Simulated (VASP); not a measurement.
Band structure of TiPt (space group Pm-3m). Method: PBEsol GGA, VASP's PBE PAW potentials (set 64) (plane waves; VASP).

Unless said otherwise, spin-orbit coupling is left out, though it shifts the bands of the heavy elements here.

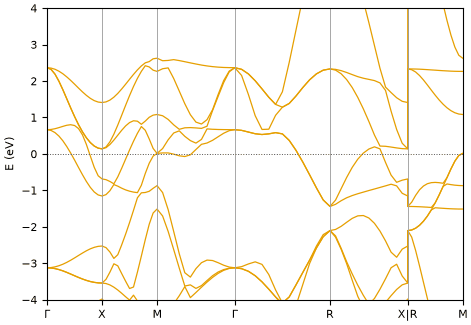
*Bands along high-symmetry lines, zero at the valence-band maximum or, without a gap, the Fermi level*

Q: Read the plot: is there a gap, and where are the band edges?

A: It has no gap at this level: it comes out as a metal or semimetal. (Edges off the drawn lines would not show.)

The structure comes from a computed database's TiPt entry (Pm-3m); how it stands against other phases isn't given here. It was relaxed first.
